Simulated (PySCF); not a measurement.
SnF (charge −1, triplet)

```xyz
2

Sn    0.0000    0.0000   -0.2834
F     0.0000    0.0000    1.7886
```

Core potentials replace the inner electrons of Sn.

All numbers below come from PBE0/aug-cc-pVDZ(-PP), non-relativistic Hamiltonian with scalar-relativistic core potentials where named, at a bond length of 2.072 Å (PySCF).

### Predict the electron density, electron localisation function and spin density between the atoms.

Sn–F (2.07 Å): ρ at the midpoint is about 0.54 e/Å³; the ELF peaks at about 0.85 in the valence shell of F, 0.6 Å from its nucleus, and drops to about 0.10 between the two atoms.
The unpaired spin (2 electrons) lies mostly on Sn1 (about 1.9), in electrons by Hirshfeld's partition.

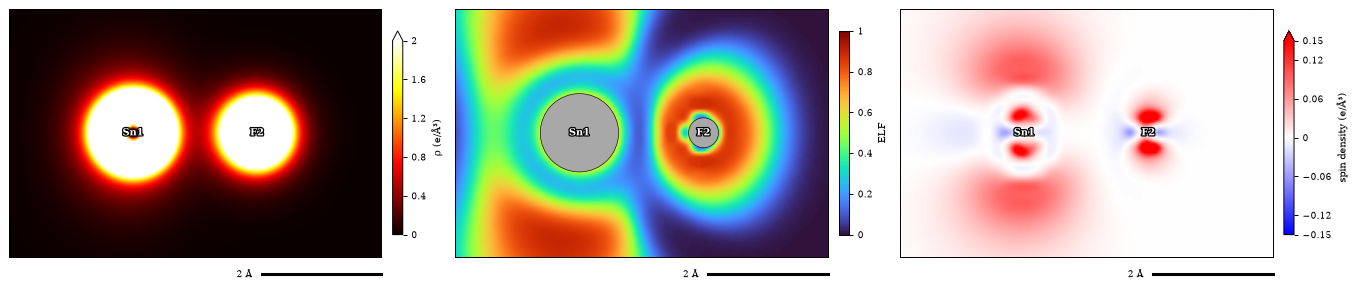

Computed electron density, electron localisation function and spin density on a plane that holds the molecular axis, in this order. Grey discs cover the atomic cores in the ELF map. 
